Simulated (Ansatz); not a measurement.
# PH (triplet): PBE, BLYP, r2SCAN, B97M-V, PBE0, B3LYP over vertical spin and charge gaps, def2-QZVPP

How well do these functionals follow the top wave-function level for PH (triplet) over vertical spin and charge gaps?

Computed with Ansatz 0.2.0, Gaussian basis. Level: def2-QZVPP, all electrons in the functionals.

Plan: PBE, BLYP, r2SCAN, B97M-V, PBE0, B3LYP, at charge 0, triplet; charge 0, singlet; charge 0, quintet; charge 1, doublet; charge 1, quartet.

2 further runs of the same task are left out: 2 set aside as unsound or not needed.

### Step 1. The geometry

The geometry is a PBE0/def2-TZVP stationary point (not a proven minimum).

2 atoms, charge 0, spin multiplicity 3.

Atoms are counted from 1 here; the program's logs count them from 0.

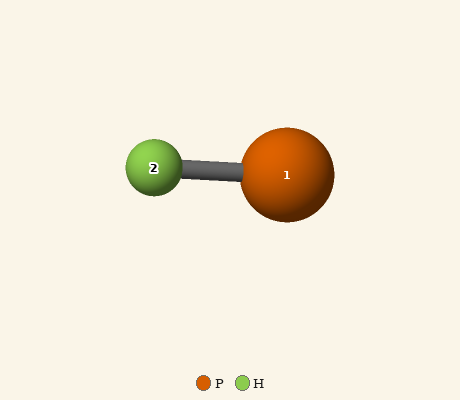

The structure; phosphorus orange, hydrogen green; atoms are numbered from 1 in the order of the file.

No dispersion term is added; B97M-V holds VV10 nonlocal correlation. B3LYP takes the VWN-RPA correlation.

The geometry shown and the zero of energy belong to the point charge 0, triplet. The yardstick, UCCSD(T), and other wave-function levels (R restricted, U unrestricted, valence and pair active spaces) come from earlier runs.

### Step 2. PBE, charge 0, triplet

The input, in.yaml:

```yaml
crystal:
  periodic: [false, false, false]
  atoms:
    - {symbol: P, position_ang: [0.000000, 0.000000, 0.000000]}
    - {symbol: H, position_ang: [0.000000, 0.000000, 1.428200]}
basis:
  gaussian: {orbitals: "def2-QZVPP.json"}
magnetization: {spin_polarized: true, initial_magnetization: 2}
hamiltonian: {xc: {name: PBE}}
output: {orbitals: {seedname: orbitals}}
```

On the command line:

```bash
> ansatz run in.yaml --threads 1 --pin off --events-out ev --progress --plain --max-ram 2393MiB
```

What it wrote:

```text
Functional definition: PBE
  name "PBE"
  cite "Perdew, Burke & Ernzerhof, Phys. Rev. Lett. 77, 3865 (1996) doi:10.1103/PhysRevLett.77.3865"
  parent pbe
  parameter kappa = 0.804
  parameter beta = 0.06672455060314922
  exchange = pbe_x(kappa = kappa, mu = beta*pi^2/3)
  correlation = pbe_c(beta = beta)
408 factors; their error is unknown
mean field evaluation 1: about -9298.5626 eV, gradient 8.2e0 eV
mean field evaluation 2: about -9298.8068 eV, gradient 6.4e0 eV
mean field evaluation 4: about -9299.0624 eV, gradient 4.6e-1 eV
mean field evaluation 8: about -9299.0615 eV, gradient 3.5e-2 eV
mean field -9299.06147413 eV, -341.7342060442 hartree, gradient 3.6e-5 eV, S^2 2.006807; 0 other end points of the search recorded, 0 dependent functions left out
reference -9299.06150574 eV, -341.7342072055 hartree; 9, 7 occupied and 91, 93 virtual orbitals, 408 factors
Total energy: -9299.06150574 eV, -341.7342072055 hartree
```

Run time: 1 s. Hardware: 1 thread of Arm Neoverse V1, shared host.

From the report: ⟨S²⟩ of the determinant 2.007 (pure triplet: 2.00).

### Step 3. PBE, charge 0, singlet

Edit in.yaml of step 2 so:

```diff
@@ -7,3 +7,3 @@
   gaussian: {orbitals: "def2-QZVPP.json"}
-magnetization: {spin_polarized: true, initial_magnetization: 2}
+magnetization: {spin_polarized: true, initial_magnetization: 0}
 hamiltonian: {xc: {name: PBE}}
```

Launched as before.

What it wrote (excerpt; [...] marks lines left out):

```text
Functional definition: PBE
  name "PBE"
  cite "Perdew, Burke & Ernzerhof, Phys. Rev. Lett. 77, 3865 (1996) doi:10.1103/PhysRevLett.77.3865"
  parent pbe
[...]
408 factors; their error is unknown
[...]
mean field -9298.72217365 eV, -341.7217369815 hartree, gradient 2.3e-5 eV, S^2 1.010570; 4 other end points of the search recorded, 0 dependent functions left out
reference -9298.72220318 eV, -341.7217380666 hartree; 8, 8 occupied and 92, 92 virtual orbitals, 408 factors
Total energy: -9298.72220318 eV, -341.7217380666 hartree
```

It took 3.4 s on 1 thread of Arm Neoverse V1, shared host.

From the report: ⟨S²⟩ of the determinant 1.011 (pure singlet: 0.00). The determinant is far from a pure spin state, so its energy mixes those of several spin states (harmless only where they are near-degenerate, as at dissociation).

From charge 0, triplet: +32.7 kJ/mol.

### Step 4. PBE, charge 0, quintet

Edit in.yaml of step 3 so:

```diff
@@ -7,3 +7,3 @@
   gaussian: {orbitals: "def2-QZVPP.json"}
-magnetization: {spin_polarized: true, initial_magnetization: 0}
+magnetization: {spin_polarized: true, initial_magnetization: 4}
 hamiltonian: {xc: {name: PBE}}
```

Same command.

What it wrote (excerpt; [...] marks lines left out):

```text
Functional definition: PBE
  name "PBE"
  cite "Perdew, Burke & Ernzerhof, Phys. Rev. Lett. 77, 3865 (1996) doi:10.1103/PhysRevLett.77.3865"
  parent pbe
[...]
408 factors; their error is unknown
[...]
mean field -9292.40231508 eV, -341.4894864627 hartree, gradient 4.1e-6 eV, S^2 6.001325; 0 other end points of the search recorded, 0 dependent functions left out
reference -9292.40234543 eV, -341.4894875782 hartree; 10, 6 occupied and 90, 94 virtual orbitals, 408 factors
Total energy: -9292.40234543 eV, -341.4894875782 hartree
```

It took 1.1 s on 1 thread of Arm Neoverse V1, shared host.

From the report: ⟨S²⟩ of the determinant 6.001 (pure quintet: 6.00).

From charge 0, triplet: +642.5 kJ/mol.

### Step 5. PBE, charge 1, doublet

Edit in.yaml of step 4 so:

```diff
@@ -7,3 +7,4 @@
   gaussian: {orbitals: "def2-QZVPP.json"}
-magnetization: {spin_polarized: true, initial_magnetization: 4}
+total_charge: 1
+magnetization: {spin_polarized: true, initial_magnetization: 1}
 hamiltonian: {xc: {name: PBE}}
```

Same command.

What it wrote (excerpt; [...] marks lines left out):

```text
Functional definition: PBE
  name "PBE"
  cite "Perdew, Burke & Ernzerhof, Phys. Rev. Lett. 77, 3865 (1996) doi:10.1103/PhysRevLett.77.3865"
  parent pbe
[...]
408 factors; their error is unknown
[...]
mean field -9288.82574587 eV, -341.3580499685 hartree, gradient 1.5e-5 eV, S^2 0.754668; 4 other end points of the search recorded, 0 dependent functions left out
reference -9288.82577845 eV, -341.3580511659 hartree; 8, 7 occupied and 92, 93 virtual orbitals, 408 factors
Total energy: -9288.82577845 eV, -341.3580511659 hartree
```

It took 1.5 s on 1 thread of Arm Neoverse V1, shared host.

From the report: ⟨S²⟩ of the determinant 0.755 (pure doublet: 0.75).

From charge 0, triplet: +987.6 kJ/mol.

### Step 6. PBE, charge 1, quartet

Edit in.yaml of step 5 so:

```diff
@@ -8,3 +8,3 @@
 total_charge: 1
-magnetization: {spin_polarized: true, initial_magnetization: 1}
+magnetization: {spin_polarized: true, initial_magnetization: 3}
 hamiltonian: {xc: {name: PBE}}
```

Launched as before.

What it wrote (excerpt; [...] marks lines left out):

```text
Functional definition: PBE
  name "PBE"
  cite "Perdew, Burke & Ernzerhof, Phys. Rev. Lett. 77, 3865 (1996) doi:10.1103/PhysRevLett.77.3865"
  parent pbe
[...]
408 factors; their error is unknown
[...]
mean field -9287.23266750 eV, -341.2995054181 hartree, gradient 1.8e-5 eV, S^2 3.750837; 0 other end points of the search recorded, 0 dependent functions left out
reference -9287.23270483 eV, -341.2995067899 hartree; 9, 6 occupied and 91, 94 virtual orbitals, 408 factors
Total energy: -9287.23270483 eV, -341.2995067899 hartree
```

Run time: 1 s. Hardware: 1 thread of Arm Neoverse V1, shared host.

From the report: ⟨S²⟩ of the determinant 3.751 (pure quartet: 3.75).

From charge 0, triplet: +1141.3 kJ/mol.

### Step 7. BLYP, charge 0, triplet

The input, in.yaml:

```yaml
crystal:
  periodic: [false, false, false]
  atoms:
    - {symbol: P, position_ang: [0.000000, 0.000000, 0.000000]}
    - {symbol: H, position_ang: [0.000000, 0.000000, 1.428200]}
basis:
  gaussian: {orbitals: "def2-QZVPP.json"}
magnetization: {spin_polarized: true, initial_magnetization: 2}
hamiltonian: {xc: {name: BLYP}}
```

Launched as before.

What it wrote (excerpt; [...] marks lines left out):

```text
Functional definition: BLYP
  name "BLYP"
  cite "Becke, Phys. Rev. A 38, 3098 (1988) doi:10.1103/PhysRevA.38.3098"
  cite "Lee, Yang & Parr, Phys. Rev. B 37, 785 (1988) doi:10.1103/PhysRevB.37.785"
[...]
408 factors; their error is unknown
[...]
mean field -9303.50295621 eV, -341.8974275000 hartree, gradient 3.2e-5 eV, S^2 2.004929; 0 other end points of the search recorded, 0 dependent functions left out
reference -9303.50318981 eV, -341.8974360847 hartree; 9, 7 occupied and 91, 93 virtual orbitals, 408 factors
Total energy: -9303.50318981 eV, -341.8974360847 hartree
```

Run time: 1.1 s. Hardware: 1 thread of Arm Neoverse V1, shared host.

From the report: ⟨S²⟩ of the determinant 2.005 (pure triplet: 2.00).

### Step 8. BLYP, charge 0, singlet

Edit in.yaml of step 7 so:

```diff
@@ -7,3 +7,3 @@
   gaussian: {orbitals: "def2-QZVPP.json"}
-magnetization: {spin_polarized: true, initial_magnetization: 2}
+magnetization: {spin_polarized: true, initial_magnetization: 0}
 hamiltonian: {xc: {name: BLYP}}
```

The command is unchanged.

What it wrote (excerpt; [...] marks lines left out):

```text
Functional definition: BLYP
  name "BLYP"
  cite "Becke, Phys. Rev. A 38, 3098 (1988) doi:10.1103/PhysRevA.38.3098"
  cite "Lee, Yang & Parr, Phys. Rev. B 37, 785 (1988) doi:10.1103/PhysRevB.37.785"
[...]
408 factors; their error is unknown
[...]
mean field -9303.23996873 eV, -341.8877628884 hartree, gradient 1.6e-5 eV, S^2 1.008256; 7 other end points of the search recorded, 0 dependent functions left out
reference -9303.24019783 eV, -341.8877713075 hartree; 8, 8 occupied and 92, 92 virtual orbitals, 408 factors
Total energy: -9303.24019783 eV, -341.8877713075 hartree
```

It took 4.6 s on 1 thread of Arm Neoverse V1, shared host.

From the report: ⟨S²⟩ of the determinant 1.008 (pure singlet: 0.00). The determinant is far from a pure spin state, so its energy mixes those of several spin states (harmless only where they are near-degenerate, as at dissociation).

From charge 0, triplet: +25.4 kJ/mol.

### Step 9. BLYP, charge 0, quintet

Edit in.yaml of step 8 so:

```diff
@@ -7,3 +7,3 @@
   gaussian: {orbitals: "def2-QZVPP.json"}
-magnetization: {spin_polarized: true, initial_magnetization: 0}
+magnetization: {spin_polarized: true, initial_magnetization: 4}
 hamiltonian: {xc: {name: BLYP}}
```

Launched as before.

What it wrote (excerpt; [...] marks lines left out):

```text
Functional definition: BLYP
  name "BLYP"
  cite "Becke, Phys. Rev. A 38, 3098 (1988) doi:10.1103/PhysRevA.38.3098"
  cite "Lee, Yang & Parr, Phys. Rev. B 37, 785 (1988) doi:10.1103/PhysRevB.37.785"
[...]
408 factors; their error is unknown
[...]
mean field -9296.60738281 eV, -341.6440198513 hartree, gradient 3.0e-5 eV, S^2 6.001341; 0 other end points of the search recorded, 0 dependent functions left out
reference -9296.60760518 eV, -341.6440280233 hartree; 10, 6 occupied and 90, 94 virtual orbitals, 408 factors
Total energy: -9296.60760518 eV, -341.6440280233 hartree
```

Wall time 1 s (1 thread of Arm Neoverse V1, shared host).

From the report: ⟨S²⟩ of the determinant 6.001 (pure quintet: 6.00).

From charge 0, triplet: +665.3 kJ/mol.

### Step 10. BLYP, charge 1, doublet

Edit in.yaml of step 9 so:

```diff
@@ -7,3 +7,4 @@
   gaussian: {orbitals: "def2-QZVPP.json"}
-magnetization: {spin_polarized: true, initial_magnetization: 4}
+total_charge: 1
+magnetization: {spin_polarized: true, initial_magnetization: 1}
 hamiltonian: {xc: {name: BLYP}}
```

The command is unchanged.

What it wrote (excerpt; [...] marks lines left out):

```text
Functional definition: BLYP
  name "BLYP"
  cite "Becke, Phys. Rev. A 38, 3098 (1988) doi:10.1103/PhysRevA.38.3098"
  cite "Lee, Yang & Parr, Phys. Rev. B 37, 785 (1988) doi:10.1103/PhysRevB.37.785"
[...]
408 factors; their error is unknown
[...]
mean field -9293.53275878 eV, -341.5310295025 hartree, gradient 3.9e-5 eV, S^2 0.753673; 4 other end points of the search recorded, 0 dependent functions left out
reference -9293.53298962 eV, -341.5310379855 hartree; 8, 7 occupied and 92, 93 virtual orbitals, 408 factors
Total energy: -9293.53298962 eV, -341.5310379855 hartree
```

It took 1.5 s on 1 thread of Arm Neoverse V1, shared host.

From the report: ⟨S²⟩ of the determinant 0.754 (pure doublet: 0.75).

From charge 0, triplet: +962.0 kJ/mol.

### Step 11. BLYP, charge 1, quartet

Edit in.yaml of step 10 so:

```diff
@@ -8,3 +8,3 @@
 total_charge: 1
-magnetization: {spin_polarized: true, initial_magnetization: 1}
+magnetization: {spin_polarized: true, initial_magnetization: 3}
 hamiltonian: {xc: {name: BLYP}}
```

Same command.

What it wrote (excerpt; [...] marks lines left out):

```text
Functional definition: BLYP
  name "BLYP"
  cite "Becke, Phys. Rev. A 38, 3098 (1988) doi:10.1103/PhysRevA.38.3098"
  cite "Lee, Yang & Parr, Phys. Rev. B 37, 785 (1988) doi:10.1103/PhysRevB.37.785"
[...]
408 factors; their error is unknown
[...]
mean field -9291.65191217 eV, -341.4619096643 hartree, gradient 3.5e-5 eV, S^2 3.750987; 0 other end points of the search recorded, 0 dependent functions left out
reference -9291.65214682 eV, -341.4619182876 hartree; 9, 6 occupied and 91, 94 virtual orbitals, 408 factors
Total energy: -9291.65214682 eV, -341.4619182876 hartree
```

Wall time 1.1 s (1 thread of Arm Neoverse V1, shared host).

From the report: ⟨S²⟩ of the determinant 3.751 (pure quartet: 3.75).

From charge 0, triplet: +1143.5 kJ/mol.

### Step 12. r2SCAN, charge 0, triplet

The input, in.yaml:

```yaml
crystal:
  periodic: [false, false, false]
  atoms:
    - {symbol: P, position_ang: [0.000000, 0.000000, 0.000000]}
    - {symbol: H, position_ang: [0.000000, 0.000000, 1.428200]}
basis:
  gaussian: {orbitals: "def2-QZVPP.json"}
magnetization: {spin_polarized: true, initial_magnetization: 2}
hamiltonian: {xc: {name: r2SCAN}}
```

Launched as before.

What it wrote (excerpt; [...] marks lines left out):

```text
Functional definition: r2SCAN
  name "r2SCAN"
  cite "Furness, Kaplan, Ning, Perdew & Sun, J. Phys. Chem. Lett. 11, 8208 (2020) doi:10.1021/acs.jpclett.0c02405"
  cite "Furness, Kaplan, Ning, Perdew & Sun, J. Phys. Chem. Lett. 11, 9248 (2020) doi:10.1021/acs.jpclett.0c03077"
  parent r2scan
[...]
408 factors; their error is unknown
[...]
mean field -9302.73274667 eV, -341.8691228215 hartree, gradient 7.8e-5 eV, S^2 2.013686; 0 other end points of the search recorded, 0 dependent functions left out
reference -9302.73275837 eV, -341.8691232514 hartree; 9, 7 occupied and 91, 93 virtual orbitals, 408 factors
Total energy: -9302.73275837 eV, -341.8691232514 hartree
```

Run time: 2.5 s. Hardware: 1 thread of Arm Neoverse V1, shared host.

From the report: ⟨S²⟩ of the determinant 2.014 (pure triplet: 2.00).

### Step 13. r2SCAN, charge 0, singlet

Edit in.yaml of step 12 so:

```diff
@@ -7,3 +7,3 @@
   gaussian: {orbitals: "def2-QZVPP.json"}
-magnetization: {spin_polarized: true, initial_magnetization: 2}
+magnetization: {spin_polarized: true, initial_magnetization: 0}
 hamiltonian: {xc: {name: r2SCAN}}
```

Launched as before.

What it wrote (excerpt; [...] marks lines left out):

```text
Functional definition: r2SCAN
  name "r2SCAN"
  cite "Furness, Kaplan, Ning, Perdew & Sun, J. Phys. Chem. Lett. 11, 8208 (2020) doi:10.1021/acs.jpclett.0c02405"
  cite "Furness, Kaplan, Ning, Perdew & Sun, J. Phys. Chem. Lett. 11, 9248 (2020) doi:10.1021/acs.jpclett.0c03077"
  parent r2scan
[...]
408 factors; their error is unknown
[...]
mean field -9302.44380976 eV, -341.8585045858 hartree, gradient 2.3e-5 eV, S^2 1.021631; 4 other end points of the search recorded, 0 dependent functions left out
reference -9302.44382116 eV, -341.8585050048 hartree; 8, 8 occupied and 92, 92 virtual orbitals, 408 factors
Total energy: -9302.44382116 eV, -341.8585050048 hartree
```

Run time: 9 s. Hardware: 1 thread of Arm Neoverse V1, shared host.

From the report: ⟨S²⟩ of the determinant 1.022 (pure singlet: 0.00). The determinant is far from a pure spin state, so its energy mixes those of several spin states (harmless only where they are near-degenerate, as at dissociation).

From charge 0, triplet: +27.9 kJ/mol.

### Step 14. r2SCAN, charge 0, quintet

Edit in.yaml of step 13 so:

```diff
@@ -7,3 +7,3 @@
   gaussian: {orbitals: "def2-QZVPP.json"}
-magnetization: {spin_polarized: true, initial_magnetization: 0}
+magnetization: {spin_polarized: true, initial_magnetization: 4}
 hamiltonian: {xc: {name: r2SCAN}}
```

The command is unchanged.

What it wrote (excerpt; [...] marks lines left out):

```text
Functional definition: r2SCAN
  name "r2SCAN"
  cite "Furness, Kaplan, Ning, Perdew & Sun, J. Phys. Chem. Lett. 11, 8208 (2020) doi:10.1021/acs.jpclett.0c02405"
  cite "Furness, Kaplan, Ning, Perdew & Sun, J. Phys. Chem. Lett. 11, 9248 (2020) doi:10.1021/acs.jpclett.0c03077"
  parent r2scan
[...]
408 factors; their error is unknown
[...]
mean field -9296.14451989 eV, -341.6270099530 hartree, gradient 5.5e-5 eV, S^2 6.002625; 0 other end points of the search recorded, 0 dependent functions left out
reference -9296.14453128 eV, -341.6270103713 hartree; 10, 6 occupied and 90, 94 virtual orbitals, 408 factors
Total energy: -9296.14453128 eV, -341.6270103713 hartree
```

It took 2.5 s on 1 thread of Arm Neoverse V1, shared host.

From the report: ⟨S²⟩ of the determinant 6.003 (pure quintet: 6.00).

From charge 0, triplet: +635.7 kJ/mol.

### Step 15. r2SCAN, charge 1, doublet

Edit in.yaml of step 14 so:

```diff
@@ -7,3 +7,4 @@
   gaussian: {orbitals: "def2-QZVPP.json"}
-magnetization: {spin_polarized: true, initial_magnetization: 4}
+total_charge: 1
+magnetization: {spin_polarized: true, initial_magnetization: 1}
 hamiltonian: {xc: {name: r2SCAN}}
```

The command is unchanged.

What it wrote (excerpt; [...] marks lines left out):

```text
Functional definition: r2SCAN
  name "r2SCAN"
  cite "Furness, Kaplan, Ning, Perdew & Sun, J. Phys. Chem. Lett. 11, 8208 (2020) doi:10.1021/acs.jpclett.0c02405"
  cite "Furness, Kaplan, Ning, Perdew & Sun, J. Phys. Chem. Lett. 11, 9248 (2020) doi:10.1021/acs.jpclett.0c03077"
  parent r2scan
[...]
408 factors; their error is unknown
[...]
mean field -9292.31726598 eV, -341.4863609660 hartree, gradient 8.6e-6 eV, S^2 0.759472; 2 other end points of the search recorded, 0 dependent functions left out
reference -9292.31727785 eV, -341.4863614021 hartree; 8, 7 occupied and 92, 93 virtual orbitals, 408 factors
Total energy: -9292.31727785 eV, -341.4863614021 hartree
```

Wall time 6 s (1 thread of Arm Neoverse V1, shared host).

From the report: ⟨S²⟩ of the determinant 0.759 (pure doublet: 0.75).

From charge 0, triplet: +1004.9 kJ/mol.

### Step 16. r2SCAN, charge 1, quartet

Edit in.yaml of step 15 so:

```diff
@@ -8,3 +8,3 @@
 total_charge: 1
-magnetization: {spin_polarized: true, initial_magnetization: 1}
+magnetization: {spin_polarized: true, initial_magnetization: 3}
 hamiltonian: {xc: {name: r2SCAN}}
```

Same command.

What it wrote (excerpt; [...] marks lines left out):

```text
Functional definition: r2SCAN
  name "r2SCAN"
  cite "Furness, Kaplan, Ning, Perdew & Sun, J. Phys. Chem. Lett. 11, 8208 (2020) doi:10.1021/acs.jpclett.0c02405"
  cite "Furness, Kaplan, Ning, Perdew & Sun, J. Phys. Chem. Lett. 11, 9248 (2020) doi:10.1021/acs.jpclett.0c03077"
  parent r2scan
[...]
408 factors; their error is unknown
[...]
mean field -9290.97538594 eV, -341.4370477839 hartree, gradient 3.8e-5 eV, S^2 3.751481; 0 other end points of the search recorded, 0 dependent functions left out
reference -9290.97539904 eV, -341.4370482653 hartree; 9, 6 occupied and 91, 94 virtual orbitals, 408 factors
Total energy: -9290.97539904 eV, -341.4370482653 hartree
```

Wall time 2.1 s (1 thread of Arm Neoverse V1, shared host).

From the report: ⟨S²⟩ of the determinant 3.751 (pure quartet: 3.75).

From charge 0, triplet: +1134.4 kJ/mol.

### Step 17. B97M-V, charge 0, triplet

The input, in.yaml:

```yaml
crystal:
  periodic: [false, false, false]
  atoms:
    - {symbol: P, position_ang: [0.000000, 0.000000, 0.000000]}
    - {symbol: H, position_ang: [0.000000, 0.000000, 1.428200]}
basis:
  gaussian: {orbitals: "def2-QZVPP.json"}
magnetization: {spin_polarized: true, initial_magnetization: 2}
hamiltonian: {xc: {name: B97M-V}}
```

Same command.

What it wrote (excerpt; [...] marks lines left out):

```text
Functional definition: B97M-V
  name "B97M-V"
  cite "Mardirossian & Head-Gordon, J. Chem. Phys. 142, 074111 (2015) doi:10.1063/1.4907719"
  cite "Becke, J. Chem. Phys. 107, 8554 (1997) doi:10.1063/1.475007"
  cite "Vydrov & Van Voorhis, J. Chem. Phys. 133, 244103 (2010) doi:10.1063/1.3521275"
  # Of w^i u^j: cxij and so on, Table III.
[...]
  gx(w, u) = cx00 + cx01*u + cx02*u^2 + (cx10 + cx11*u)*w
[...]
  gos(w, u) = cos00 + cos01*u + cos03*u^3 + cos10*w + cos32*w^3*u^2
[...]
      + integral(e_c_pw_mod_opposite_spin*gos(b97_w_opposite, b97_u_opposite)) + vv10(b, c)
408 factors; their error is unknown
[...]
mean field -9300.97141029 eV, -341.8043949034 hartree, gradient 1.7e-5 eV, S^2 2.008779; 0 other end points of the search recorded, 0 dependent functions left out
reference -9300.97145412 eV, -341.8043965140 hartree; 9, 7 occupied and 91, 93 virtual orbitals, 408 factors
Total energy: -9300.97145412 eV, -341.8043965140 hartree
```

It took 4 s on 1 thread of Arm Neoverse V1, shared host.

From the report: ⟨S²⟩ of the determinant 2.009 (pure triplet: 2.00).

### Step 18. B97M-V, charge 0, singlet

Edit in.yaml of step 17 so:

```diff
@@ -7,3 +7,3 @@
   gaussian: {orbitals: "def2-QZVPP.json"}
-magnetization: {spin_polarized: true, initial_magnetization: 2}
+magnetization: {spin_polarized: true, initial_magnetization: 0}
 hamiltonian: {xc: {name: B97M-V}}
```

Launched as before.

What it wrote (excerpt; [...] marks lines left out):

```text
Functional definition: B97M-V
  name "B97M-V"
  cite "Mardirossian & Head-Gordon, J. Chem. Phys. 142, 074111 (2015) doi:10.1063/1.4907719"
  cite "Becke, J. Chem. Phys. 107, 8554 (1997) doi:10.1063/1.475007"
  cite "Vydrov & Van Voorhis, J. Chem. Phys. 133, 244103 (2010) doi:10.1063/1.3521275"
  # Of w^i u^j: cxij and so on, Table III.
[...]
  gx(w, u) = cx00 + cx01*u + cx02*u^2 + (cx10 + cx11*u)*w
[...]
  gos(w, u) = cos00 + cos01*u + cos03*u^3 + cos10*w + cos32*w^3*u^2
[...]
      + integral(e_c_pw_mod_opposite_spin*gos(b97_w_opposite, b97_u_opposite)) + vv10(b, c)
408 factors; their error is unknown
[...]
mean field -9300.54640727 eV, -341.7887763302 hartree, gradient 2.3e-5 eV, S^2 1.009052; 5 other end points of the search recorded, 0 dependent functions left out
reference -9300.54644899 eV, -341.7887778637 hartree; 8, 8 occupied and 92, 92 virtual orbitals, 408 factors
Total energy: -9300.54644899 eV, -341.7887778637 hartree
```

Wall time 15 s (1 thread of Arm Neoverse V1, shared host).

From the report: ⟨S²⟩ of the determinant 1.009 (pure singlet: 0.00). The determinant is far from a pure spin state, so its energy mixes those of several spin states (harmless only where they are near-degenerate, as at dissociation).

From charge 0, triplet: +41.0 kJ/mol.

(Part 1 of 2 ends here.)
